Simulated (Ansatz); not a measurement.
# CH₅BIN: what the fields show

The calculation's input:

```
crystal:
  periodic: [false, false, false]
  atoms:
    - { symbol: "N", position_ang: [-0.749, 0.9642, -0.1129] }
    - { symbol: C, position_ang: [0.0494, 0.0365, 0.5551] }
    - { symbol: B, position_ang: [0.6176, -0.9954, -0.5068] }
    - { symbol: I, position_ang: [-0.6163, -2.2873, -1.6615] }
    - { symbol: H, position_ang: [-0.1836, 1.6469, -0.6948] }
    - { symbol: H, position_ang: [-1.2586, 1.6117, 0.6067] }
    - { symbol: H, position_ang: [0.9119, 0.5618, 1.0831] }
    - { symbol: H, position_ang: [-0.507, -0.5056, 1.2974] }
    - { symbol: H, position_ang: [1.824, -1.0791, -0.5834] }
basis:
  gaussian: { orbitals: def2-SVP }
hamiltonian:
  xc: pbe0
relax:
  f_tol: 0.02
  max_steps: 50
output:
  orbitals: {}
```

Launched as:

```sh
ansatz run input.yaml --threads 2 --pin off --max-ram 3072MiB --backend cpu --events-out ev --progress --plain --runs-dir out
```

The fields are those of the relaxed geometry.

Core potentials replace the inner electrons of I.

These are results of Ansatz 0.2.0, RKS PBE0/def2-SVP, not measurements.

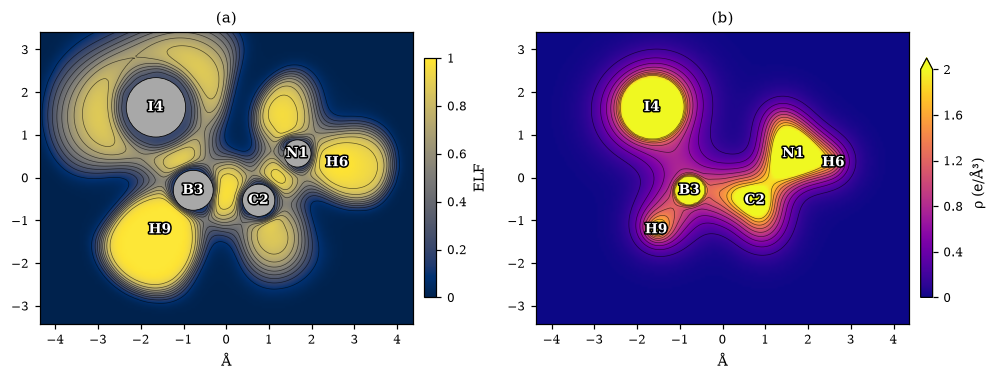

Figure 1. (a) electron localisation function; (b) electron density on the plane of atoms I4, B3 and H9. Grey discs cover the atomic cores in the ELF map.

Describe what can be read from this map.

Answer. The plane passes through N, C, B, I and H nuclei.
C–N (1.44 Å): ρ is about 2 e/Å³ halfway; the ELF peaks at about 0.95 between the atoms, as expected for localised, covalent bonding.
C–B (1.55 Å): ρ at the midpoint is about 1.5 e/Å³; the ELF peaks at about 0.95 between the atoms: localised, covalent bonding.
B–I (2.13 Å): ρ is about 0.84 e/Å³ halfway, with its minimum of 0.75 e/Å³ about 0.8 Å from B; the ELF peaks at about 0.90 between the atoms, as expected for a covalent bond.
N–H (1.02 Å): ρ is about 2.8 e/Å³ halfway; the ELF climbs to about 1 towards the hydrogen, as it does in any bond to H (an ordinary covalent bond to hydrogen).
B–H (1.20 Å): ρ at the midpoint is about 1.2 e/Å³; the ELF climbs to about 1 towards the hydrogen; an ordinary covalent bond to hydrogen.
The ELF also peaks beside I4, away from the bonds: lone-pair regions.

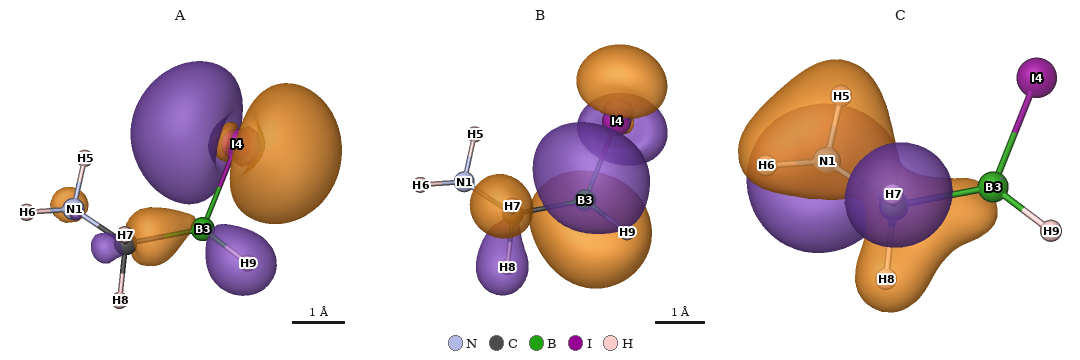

Figure 2. Three frontier orbitals at ±0.1 Å⁻³ᐟ² (orange and purple are the two phases), in no order.

Order the three orbitals by energy and name them.

Answer. A is the HOMO−1 (−7.37 eV). By Hirshfeld shares it lies mainly on I4 (about 85 %); largely a lone pair of I4. C is the HOMO (−6.80 eV). Its weight (Hirshfeld) is mainly on N1 (about 65 %), C2 (about 10 %) and H7 (about 5 %); largely a lone pair of N1. B is the LUMO (−1.47 eV). It lies mainly on B3 (about 55 %), I4 (about 20 %), C2 (about 10 %) and H9 (about 5 %).

What is the HOMO–LUMO gap?

Answer. 5.33 eV between the orbital energies.

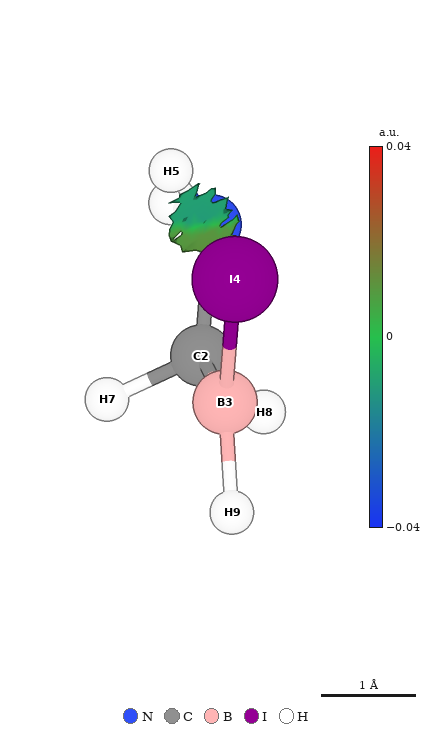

Figure 3. Non-covalent interaction (NCI) plot: the surface where the reduced density gradient is 0.4, for densities under 0.05 a.u., coloured by sign(λ₂)ρ; seen at an oblique angle.

What holds or crowds the atoms apart from the covalent bonds?

Answer. Between H5 and N1 on one side and I4 and B3 on the other: a weak contact, attractive (blue-green) on one side and crowded (olive to red) on the other.
